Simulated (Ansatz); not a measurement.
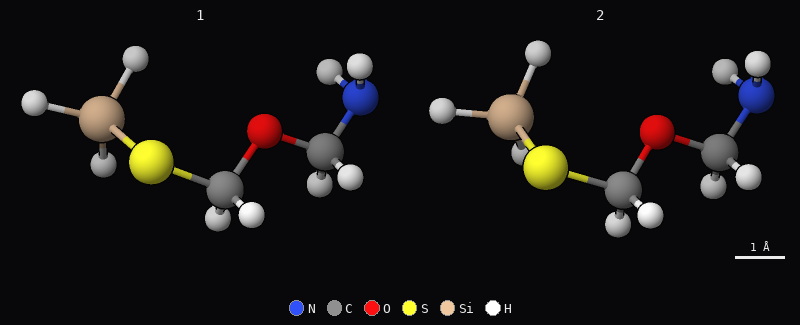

Two geometries of C2H9NOSSi, drawn at one scale. One is the start of a relaxation, the other its converged end. Style: ball-and-stick. Shown from a free direction.

Method: RKS PBE0/STO-3G in Ansatz. Set-up: no spin polarisation; force threshold 0.02 eV/Å; at most 40 steps.

**Which geometry has the lower energy?**

Structure 2 is the relaxed one. The run prepares the start of a later molecular dynamics calculation, from a guessed geometry. After 15 geometry steps the energy has fallen by 63.0 kJ/mol. Largest force component: 4.2 eV/Å at the start, 0.0085 eV/Å at the end. An H atom moves most after the best rigid fit: 0.50 Å. Largest moves by element: H 0.50 Å, Si 0.19 Å, S 0.17 Å, O 0.16 Å, N 0.15 Å, C 0.12 Å. Among the contacts that change: C–N 1.400 → 1.488 Å, C–O 1.528 → 1.462 Å, C–H 1.053 → 1.112 Å, C–O 1.414 → 1.468 Å. Among the angles between lasting bonds that change: C–S–Si 103.9° → 97.2°, H–C–H 111.8° → 106.9°, O–C–H 105.7° → 110.1°.

Limits of the set-up: STO-3G is a minimal basis, so the numbers are rough.
